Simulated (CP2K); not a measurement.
Band structure of LaP (Fm-3m, 2 atoms in the cell).

```yaml
crystal:
  lattice:
    - [4.26032, 0.00000, 0.00000]
    - [2.13016, 3.68954, 0.00000]
    - [2.13016, 1.22985, 3.47853]
  atoms:
    - { symbol: P, position: [0.50000, 0.50000, 0.50000] }
    - { symbol: La, position: [0.00000, 0.00000, 0.00000] }
```

Computed with PBEsol, GPW, DZVP-MOLOPT-SR-GTH basis, GTH-PBE potentials (GTH_POTENTIALS) run with CP2K.

Settings: CUTOFF = 500 Ry; REL_CUTOFF = 50 Ry; SMEAR/METHOD = GAUSSIAN; SIGMA = 0.05 eV; KPOINTS/SCHEME = MONKHORST-PACK 7 7 7; XC_FUNCTIONAL = PBE:PBESOL; P/BASIS_SET = DZVP-MOLOPT-SR-GTH-q5; P/POTENTIAL = GTH-PBE-q5; La/BASIS_SET = DZVP-MOLOPT-SR-GTH-q11; La/POTENTIAL = GTH-PBE-q11; METHOD = GPW; EPS_DEFAULT = 1e-10; EXTRAPOLATION = USE_GUESS; NGRIDS = 5.

The starting cell comes from a database of published, mostly measured structures (it also holds non-ambient and calculated ones), without a prior relaxation at this level. Values carry the incompleteness of an atom-centred basis. The potentials were made for another functional than the one used.

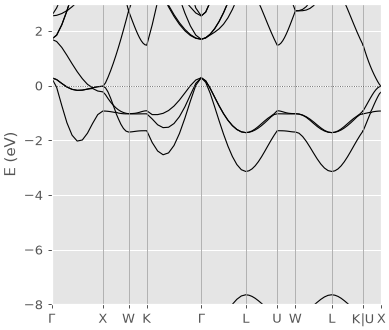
Figure. Bands along the path, energies from the Fermi level.

Levels in eV from the Fermi level, bands 5 to 10:
| point | 5 | 6 | 7 | 8 | 9 | 10 |
|---|---|---|---|---|---|---|
| Γ | -9.18 | 0.29 | 0.29 | 0.29 | 1.70 | 1.70 |
| X | -8.79 | -0.93 | -0.23 | -0.02 | -0.02 | 3.79 |
| W | -8.38 | -1.69 | -1.03 | -1.03 | 2.73 | 2.73 |
| K | -8.41 | -1.65 | -1.03 | -0.92 | 1.48 | 4.53 |
| L | -7.64 | -3.14 | -1.72 | -1.72 | 3.76 | 4.57 |
| U | -8.41 | -1.65 | -1.03 | -0.92 | 1.48 | 4.53 |

Bands cross the Fermi level along this path, so the cell is metallic at this level.

Higher empty bands are left out: an atom-centred basis made for the valence describes them poorly.
